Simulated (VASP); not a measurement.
Band structure of WS2. Computed with PBEsol GGA, VASP's PBE PAW potentials (set 64) (plane waves; VASP).

The cell holds a wide vacuum, so values per volume refer to the whole cell. Unless said otherwise, spin-orbit coupling is left out, though it shifts the bands of the heavy elements here.

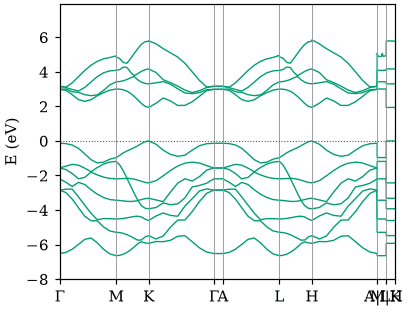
Figure. Bands along high-symmetry lines, zero at the valence-band maximum or, without a gap, the Fermi level

Question: Read the plot: is there a gap, and where are the band edges?

Answer: The gap is direct, 1.94 eV, from the valence maximum at K to the conduction minimum at K. (Edges off the drawn lines would not show.)

The cell is a sheet with vacuum, built from a database entry that may be metastable or hypothetical.
